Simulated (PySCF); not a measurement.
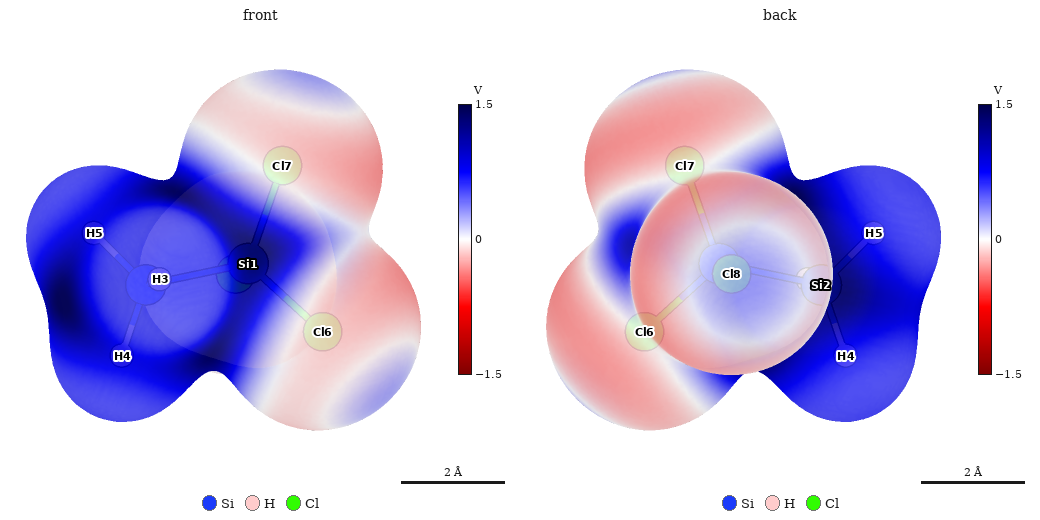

The picture shows: Cl3H3Si2 (Si(SiH3)Cl3). The molecular electrostatic potential painted on the density surface at 0.002 e/bohr³, seen from the front and from behind; red is negative and blue positive.

Geometry: PBE0-D3(BJ)/def2-SVP.

These are results of PBE0/pcSseg-1, SCF density, gas phase, non-relativistic in PySCF, not measurements.

```xyz
8

Si    0.0285   -0.0045   -1.0812
Si   -0.0033   -0.0226    1.2481
H     0.7534    1.1682    1.7329
H     0.6439   -1.2779    1.7289
H    -1.4202    0.0393    1.7103
Cl    1.9686   -0.0133   -1.7641
Cl   -0.9042    1.6797   -1.8063
Cl   -0.9285   -1.6545   -1.8524
```

Where is the surface potential most negative and most positive?

The most negative region (about −0.3 V, or −7 kcal/mol for a unit charge) lies over Cl6, Cl7 and Cl8, the most positive (about +1.5 V, or +35 kcal/mol for a unit charge) over Si1 and Si2. Cl6 shows a σ-hole: about +0.3 V at the tip opposite its bond, against about −0.1 V on its flanks. Cl7 shows a σ-hole: about +0.3 V at the tip opposite its bond, against about −0.1 V on its flanks. Cl8 shows a σ-hole: about +0.3 V at the tip opposite its bond, against about −0.1 V on its flanks.

How polar is the molecule by this calculation?

Its dipole moment is 1.98 D.
